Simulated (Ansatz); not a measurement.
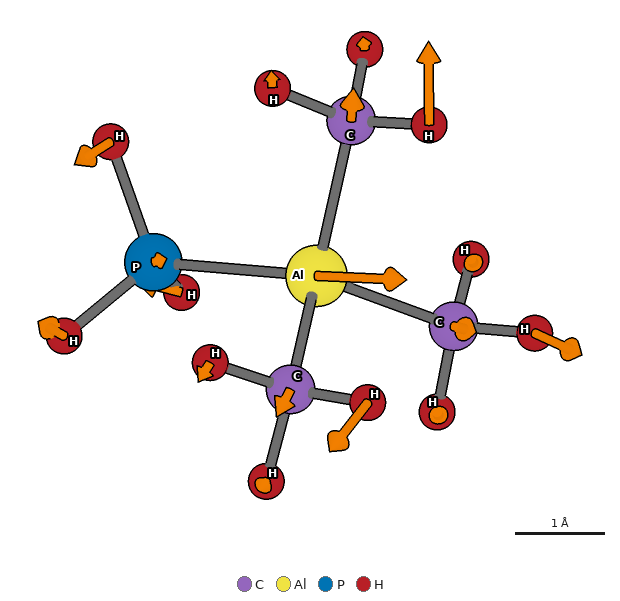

This is a relaxation of C3H12AlP (coarse preliminary run). The starting structure is drawn; orange arrows show the displacements, 3 times their true length. The two geometries are superimposed by the best rigid fit.

The picture is a ball-and-stick view, seen at a tilt.

The start comes from a force field.

All numbers below come from RKS PBE-D4/def2-SVP in Ansatz.

Input
```yaml
crystal:
  periodic: [false, false, false]
  atoms:
    - {symbol: C, position_ang: [-0.422000, 0.906500, -1.708500]}
    - {symbol: Al, position_ang: [0.047400, -0.024700, -0.067000]}
    - {symbol: C, position_ang: [1.809000, 0.603200, 0.520500]}
    - {symbol: C, position_ang: [0.192400, -1.963800, -0.441600]}
    - {symbol: P, position_ang: [-1.483400, 0.380200, 1.555500]}
    - {symbol: H, position_ang: [0.276200, 0.768000, -2.517200]}
    - {symbol: H, position_ang: [-0.481300, 2.042200, -1.506400]}
    - {symbol: H, position_ang: [-1.431000, 0.619900, -2.059400]}
    - {symbol: H, position_ang: [1.805600, 1.707500, 0.784000]}
    - {symbol: H, position_ang: [2.132300, 0.059500, 1.480800]}
    - {symbol: H, position_ang: [2.577300, 0.402800, -0.241300]}
    - {symbol: H, position_ang: [0.427800, -2.507200, 0.502800]}
    - {symbol: H, position_ang: [0.815900, -2.145700, -1.250000]}
    - {symbol: H, position_ang: [-0.907200, -2.308300, -0.754400]}
    - {symbol: H, position_ang: [-2.484500, 1.229000, 1.075700]}
    - {symbol: H, position_ang: [-2.059800, -0.794200, 1.998400]}
    - {symbol: H, position_ang: [-0.833800, 1.024800, 2.668300]}
basis:
  gaussian: {orbitals: def2-SVP}
hamiltonian: {xc: pbe, dispersion: d4}
relax: {f_tol: 0.03, max_steps: 200}
```

Run as
```bash
ansatz run in.yaml --threads 4 --pin off --events-out ev --progress --plain --max-ram 11315MiB
```

**Describe the change and its energy.**

The atom that moves furthest after the best rigid fit is Al2 (0.42 Å). By element the largest moves are Al 0.42 Å, H 0.34 Å, C 0.15 Å, P 0.07 Å. Some distances before and after: Al2–P5 2.267 → 2.626 Å, C4–H14 1.194 → 1.111 Å, C4–H13 1.037 → 1.113 Å, P5–H16 1.381 → 1.432 Å. Among the angles between lasting bonds that change: C1–Al2–P5 110.8° → 97.9°, H15–P5–H16 109.1° → 96.9°, C3–Al2–P5 109.6° → 97.8°. After 5 geometry steps the energy has fallen by 29.1 kcal/mol. Largest force component: 4.5 eV/Å at the start, 0.0043 eV/Å at the end.
